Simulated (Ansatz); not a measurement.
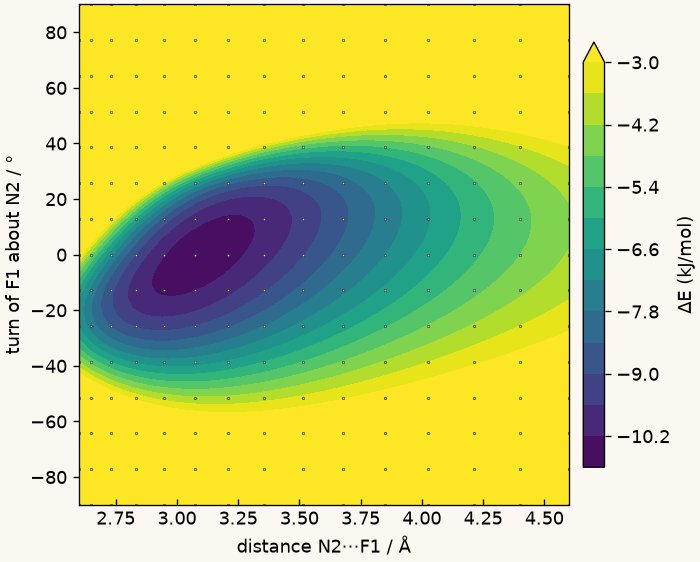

The pair F···N₂, charge −1. The turn is about an axis along (−0.98, 0.18, 0.00) in the frame of the relaxed pair, normal to the line between the partners. First axis: distance N2···F1. Second axis: turn of F1 about N2. The scan uses a 15 × 15 grid. Energies: kJ/mol, counted from the ion and the molecule far apart, frozen as in the relaxed pair, each in its own basis (no counterpoise correction). Computed with Ansatz, RHF/def2-TZVPD.

Drawn: filled contours, dots at the grid points, one colour for all values above the top of the scale. Between grid points the surface is interpolated.

> Where is the minimum, and how stiff is the well along each coordinate?

The interpolated minimum is at distance N2···F1 ≈ 3.097 Å, turn of F1 about N2 ≈ 0.3°. The curvatures there are about 0.32 eV/Å² and 0.18 eV/rad², with a cross term of about −0.17 eV/(Å·rad). Round the minimum the valley is strongly tilted: raising distance N2···F1 shifts the best value of turn of F1 about N2 upwards (coupling k₁₂/√(k₁₁k₂₂) about −0.7). (1 eV is 96.5 kJ/mol.)
